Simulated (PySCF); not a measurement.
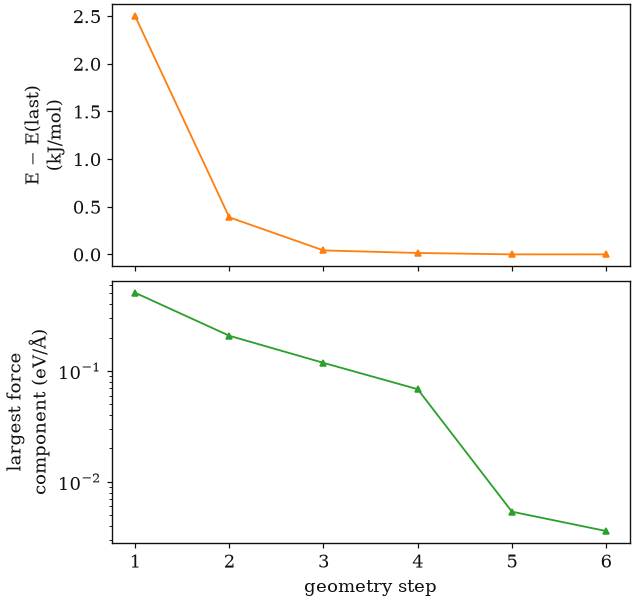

History of a geometry optimisation. The start has point group C2v.

B5 molecule, multiplicity 2; UKS-based PBE, B def2-SVP; non-relativistic Hamiltonian; density fitting (PySCF 2.14.0).

**How did it end, and what did it gain?**

The optimisation met its thresholds at geometry 6, counting the start as the first. The energy fell by about 2.5 kJ/mol from the first step to the last. The largest force component goes from about 0.51 eV/Å at the start to 4 × 10⁻³ eV/Å at the end.
